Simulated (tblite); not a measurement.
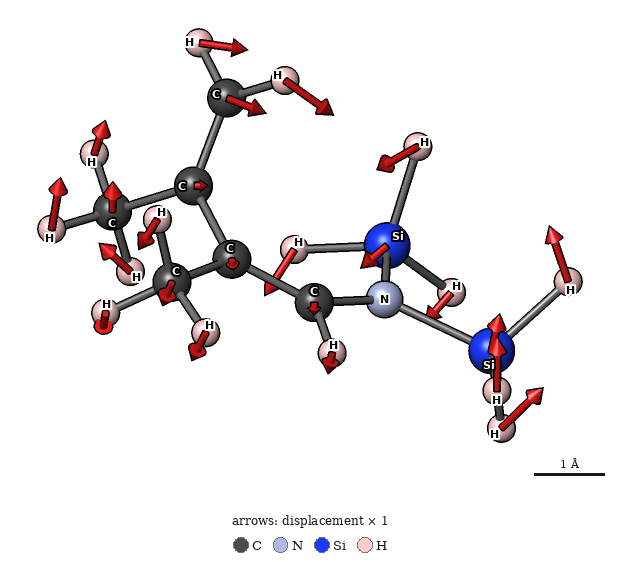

This is a relaxation of C₆H₁₅NSi₂. The starting structure is drawn; red arrows show the displacements, at their true length. The two geometries are superimposed by the best rigid fit.

Style: ball-and-stick. Shown from a free direction.

Theory: GFN2-xTB geometry optimisation, gas phase in tblite. 

Which element moves most?

Answer. Hydrogen: up to 0.99 Å, against 0.64 Å for silicon.

What did the optimiser do to the structure, and how much energy did it gain?

Answer. Over 151 geometry steps the energy falls by 10.0 kcal/mol. An H atom moves most after the best rigid fit: 0.99 Å. Largest moves by element: H 0.99 Å, Si 0.64 Å, C 0.63 Å, N 0.04 Å. Near-neighbour distances that change, for instance: H–Si 1.499 → 1.463 Å, N–Si 1.720 → 1.744 Å, C–C 1.350 → 1.330 Å, C–H 1.106 → 1.087 Å. Among the angles between lasting bonds that change: Si–N–Si 105.3° → 120.2°, C–N–Si 130.4° → 121.4°, N–Si–H 112.9° → 105.3°. Groups turn about C–N by about 30°, C–C by about 30°.
